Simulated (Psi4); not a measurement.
# SiNH5 (Si(NH2)H3) at B3LYP/6-31G(d) (spherical functions)

What is the vertical electron affinity of SiNH5 (Si(NH2)H3) at B3LYP/6-31G* (spherical functions)? Input form: a Python script.

Program for the calculation: Psi4 1.11.

1 further run of the same task is left out (set aside as unsound or not needed).

## 1. Starting point

SiNH5 has 7 atoms, charge 0, and is taken as a singlet. As SMILES, `[H][Si]([H])([H])N`. The shape is that of a GFN2-xTB optimisation.

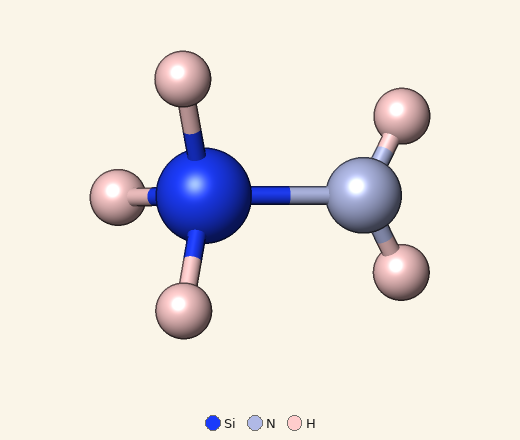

The structure, seen from a chosen angle (silicon blue, nitrogen light blue, hydrogen pink).

## 2. Energy and gradient at B3LYP/6-31G(d) (spherical functions)

Input file h5nsi.py:

```python
import psi4

psi4.set_memory(1600000000)
psi4.set_num_threads(1)
psi4.core.set_output_file('h5nsi.out', False)

mol = psi4.geometry("""
0 1
Si    -0.000690     0.002380    -0.682990
N      0.090660     0.178690     1.028560
H      0.707680    -0.428190     1.543790
H     -0.763660     0.307400     1.545850
H      1.387750    -0.009920    -1.135540
H     -0.747920     1.169350    -1.146100
H     -0.673820    -1.219710    -1.153570
symmetry c1
""")

psi4.set_options({
    'puream': True,
    'e_convergence': 1e-09,
    'd_convergence': 1e-08,
    'scf_type': 'pk',
    'dft_radial_points': 99,
    'dft_spherical_points': 590,
})

e, wfn = psi4.gradient('b3lyp/6-31G*', molecule=mol, return_wfn=True)
psi4.oeprop(wfn, 'MAYER_INDICES', 'DIPOLE', 'MULLIKEN_CHARGES', title='B3LYP')
print('gradient / Eh bohr^-1')
print(e.np.round(6))
print(f'energy = {wfn.energy():.10f} Eh')
for k, v in sorted(psi4.core.scalar_variables().items()):
    print(f'{k:45s} {v:18.10f}')
```

Started as:

```
$ python h5nsi.py
```

h5nsi.out, cut to the lines that bear on the results:

```text
[...]
  Running in c1 symmetry.
[...]
  Nuclear repulsion =   65.167404687729132
[...]
  Multiplicity = 1
[...]
  Nalpha       = 13
  Nbeta        = 13
[...]
    Number of basis functions: 42
[...]
   @RKS iter   1:  -347.01421874850848   -1.91144e-01   1.74048e-02 ADIIS/DIIS
[...]
   @RKS iter  10:  -347.25719381891446   -3.97904e-13   5.24015e-09 DIIS
[...]
    Orbital Energies [Eh]
    ---------------------
    Doubly Occupied:
       1A    -66.110157     2A    -14.298287     3A     -5.272902
       4A     -3.631325     5A     -3.630514     6A     -3.630050
       7A     -0.843162     8A     -0.537988     9A     -0.485505
      10A     -0.393894    11A     -0.348256    12A     -0.342470
      13A     -0.248848
[...]
  @RKS Final Energy:  -347.25719381891446
   => Energetics <=
    Nuclear Repulsion Energy =             65.1674046877291318
    One-Electron Energy =                -608.1420484255736483
    Two-Electron Energy =                 219.7430377204409524
    DFT Exchange-Correlation Energy =     -24.0255878015108770
    Empirical Dispersion Energy =           0.0000000000000000
    VV10 Nonlocal Energy =                  0.0000000000000000
    Total Energy =                       -347.2571938189144589
[...]
  -Total Gradient:
     Atom            X                  Y                   Z
    ------   -----------------  -----------------  -----------------
       1        0.000617607180     0.000345592132    -0.009363193439
       2       -0.001461174394    -0.002068846183    -0.005637360270
       3       -0.003964732600     0.003278655699    -0.002999371749
       4        0.005118647104    -0.001533013481    -0.003351793616
       5       -0.008252513123     0.000131491951     0.007339453786
       6        0.004464425648    -0.006531069425     0.007637710879
       7        0.003478036765     0.006377609955     0.006375130860
[...]
 Multipole Moments:
 ------------------------------------------------------------------------------------
     Multipole            Electronic (a.u.)      Nuclear  (a.u.)        Total (a.u.)
 ------------------------------------------------------------------------------------
 L = 1.  Multiply by 2.5417464519 to convert [e a0] to [Debye]
 Dipole X            :          0.0462138           -0.2006834           -0.1544696
 Dipole Y            :          0.0966605           -0.4090653           -0.3124048
 Dipole Z            :          0.2040756            0.1639500            0.3680256
 Magnitude           :                                                    0.5068535
[...]
  Mulliken Charges: (a.u.)
   Center  Symbol    Alpha    Beta     Spin     Total
       1    SI     6.76497  6.76497  0.00000  0.47006
       2     N     3.92968  3.92968  0.00000 -0.85936
       3     H     0.33838  0.33838  0.00000  0.32324
       4     H     0.33855  0.33855  0.00000  0.32290
       5     H     0.53900  0.53900  0.00000 -0.07800
       6     H     0.53895  0.53895  0.00000 -0.07791
       7     H     0.55047  0.55047  0.00000 -0.10094
   Total alpha = 13.00000, Total beta = 13.00000, Total charge = -0.00000
  Mayer Bond Indices:
[...]
```

On the terminal:

```text
gradient / Eh bohr^-1
[[ 0.000618  0.000346 -0.009363]
 [-0.001461 -0.002069 -0.005637]
 [-0.003965  0.003279 -0.002999]
 [ 0.005119 -0.001533 -0.003352]
 [-0.008253  0.000131  0.007339]
 [ 0.004464 -0.006531  0.007638]
 [ 0.003478  0.006378  0.006375]]
energy = -347.2571938189 Eh
CURRENT ENERGY                                   -347.2571938189
CURRENT REFERENCE ENERGY                         -347.2571938189
DD SOLVATION ENERGY                                 0.0000000000
DFT FUNCTIONAL TOTAL ENERGY                      -347.2571938189
DFT TOTAL ENERGY                                 -347.2571938189
DFT VV10 ENERGY                                     0.0000000000
DFT XC ENERGY                                     -24.0255878015
GRID ELECTRONS ALPHA                               13.0000000508
GRID ELECTRONS BETA                                13.0000000508
GRID ELECTRONS TOTAL                               26.0000001016
NUCLEAR REPULSION ENERGY                           65.1674046877
ONE-ELECTRON ENERGY                              -608.1420484256
PCM POLARIZATION ENERGY                             0.0000000000
PE ENERGY                                           0.0000000000
SCF ITERATION ENERGY                             -347.2571938189
SCF ITERATIONS                                     10.0000000000
SCF TOTAL ENERGY                                 -347.2571938189
TWO-ELECTRON ENERGY                               219.7430377204
XC GRID RADIAL POINTS                              99.0000000000
XC GRID SPHERICAL POINTS                          590.0000000000
XC GRID TOTAL POINTS                           390378.0000000000
```

Wall time 6.3 s (1 thread of Intel Xeon 6975P-C (Granite Rapids), shared host); peak memory 0.69 GiB.

## 3. The doublet anion at the same level

Input file h5nsi.xyz:

```xyz
7
H5NSi
Si    -0.000690     0.002380    -0.682990
N      0.090660     0.178690     1.028560
H      0.707680    -0.428190     1.543790
H     -0.763660     0.307400     1.545850
H      1.387750    -0.009920    -1.135540
H     -0.747920     1.169350    -1.146100
H     -0.673820    -1.219710    -1.153570
```

Input file calc.py:

```python
import psi4

psi4.set_memory(1600000000)
psi4.set_num_threads(1)
psi4.set_output_file('output.dat', False)

with open('h5nsi.xyz') as f:
    atoms = ''.join(f.readlines()[2:])
m = psi4.geometry('-1 2\n' + atoms + 'symmetry c1')

psi4.set_options({
    'basis': '6-31G*',
    'reference': 'uks',
    'puream': True,
    'e_convergence': 1e-09,
    'd_convergence': 1e-08,
    'scf_type': 'pk',
    'dft_radial_points': 99,
    'dft_spherical_points': 590,
    'maxiter': 200,
})

e, wfn = psi4.gradient("B3LYP", molecule=m, return_wfn=True)
psi4.oeprop(wfn, "WIBERG_LOWDIN_INDICES", "LOWDIN_CHARGES", "MAYER_INDICES")
print('gradient / Eh bohr^-1')
print(e.np.round(6))
print(f'energy = {wfn.energy():.10f} Eh')
```

Started as:

```
$ python calc.py
```

output.dat, cut to the lines that bear on the results:

```text
[...]
  Running in c1 symmetry.
[...]
  Nuclear repulsion =   65.167404687729132
[...]
  Multiplicity = 2
[...]
  Nalpha       = 14
  Nbeta        = 13
[...]
    Number of basis functions: 42
[...]
   @UKS iter   1:  -346.78404128177181    3.90338e-02   2.02770e-02 ADIIS/DIIS
[...]
   @UKS iter  12:  -347.15881683110496   -3.18323e-12   8.22832e-09 DIIS
[...]
   @S^2 Observed:                7.513078389E-01
[...]
  @UKS Final Energy:  -347.15881683110496
   => Energetics <=
    Nuclear Repulsion Energy =             65.1674046877291318
    One-Electron Energy =                -613.9043793213804747
    Two-Electron Energy =                 225.7704355045082139
    DFT Exchange-Correlation Energy =     -24.1922777019618245
    Empirical Dispersion Energy =           0.0000000000000000
    VV10 Nonlocal Energy =                  0.0000000000000000
    Total Energy =                       -347.1588168311049571
[...]
 Multipole Moments:
 ------------------------------------------------------------------------------------
     Multipole            Electronic (a.u.)      Nuclear  (a.u.)        Total (a.u.)
 ------------------------------------------------------------------------------------
 L = 1.  Multiply by 2.5417464519 to convert [e a0] to [Debye]
 Dipole X            :          0.1819037           -0.2006834           -0.0187796
 Dipole Y            :          0.3443593           -0.4090653           -0.0647060
 Dipole Z            :          0.7929790            0.1639500            0.9569290
 Magnitude           :                                                    0.9592980
[...]
  -Total Gradient:
     Atom            X                  Y                   Z
    ------   -----------------  -----------------  -----------------
       1        0.006990995365     0.010384406089     0.020220239581
       2       -0.012389995593    -0.022955139847    -0.016138018474
       3       -0.012690624817     0.014527974117    -0.006869867480
       4        0.018893465531    -0.001597702713    -0.006628028347
       5       -0.016540623374     0.001768100606     0.000246014305
       6        0.010129683052    -0.012357467542     0.001141714340
       7        0.005607509204     0.010230511146     0.008028452137
[...]
```

Standard output:

```text
gradient / Eh bohr^-1
[[ 0.006991  0.010384  0.02022 ]
 [-0.01239  -0.022955 -0.016138]
 [-0.012691  0.014528 -0.00687 ]
 [ 0.018893 -0.001598 -0.006628]
 [-0.016541  0.001768  0.000246]
 [ 0.01013  -0.012357  0.001142]
 [ 0.005608  0.010231  0.008028]]
energy = -347.1588168311 Eh
```

Wall time 11 s (1 thread of Intel Xeon 6975P-C (Granite Rapids), shared host); peak memory 0.69 GiB.

## 4. What came out

At B3LYP/6-31G* (spherical functions):

| quantity | value |
| --- | --- |
| singlet SiNH5: total energy | -347.25719 Eh |
| singlet SiNH5: dipole moment | 1.29 D |
| singlet SiNH5: HOMO energy | -6.77 eV |
| singlet SiNH5: LUMO energy | 0.67 eV |
| singlet SiNH5: HOMO–LUMO gap | 7.44 eV |
| singlet SiNH5: largest force on an atom | 0.568 eV/Å |
| doublet anion: total energy | -347.15882 Eh |
| doublet anion: HOMO energy (highest over α and β) | 4.72 eV |
| doublet anion: LUMO energy (lowest over α and β) | 6.49 eV |
| doublet anion: ⟨S²⟩ | 0.751 |
| doublet anion: largest force on an atom | 1.577 eV/Å |
| vertical electron affinity (to the doublet anion) | -2.677 eV |

In words: The anion lies 2.68 eV (258 kJ/mol) above the neutral: the electron isn't bound at this level, and such a value depends on the basis. Without diffuse functions anions come out too high. The largest force (singlet SiNH5) is 0.57 eV/Å: the shape isn't a stationary point for this species at this level. Mulliken charges (singlet SiNH5) run from -0.86 on N2 to +0.47 on Si1; they depend strongly on the basis. The HOMO (doublet anion) lies at positive energy, 4.72 eV; only total energies tell whether the electron is bound.
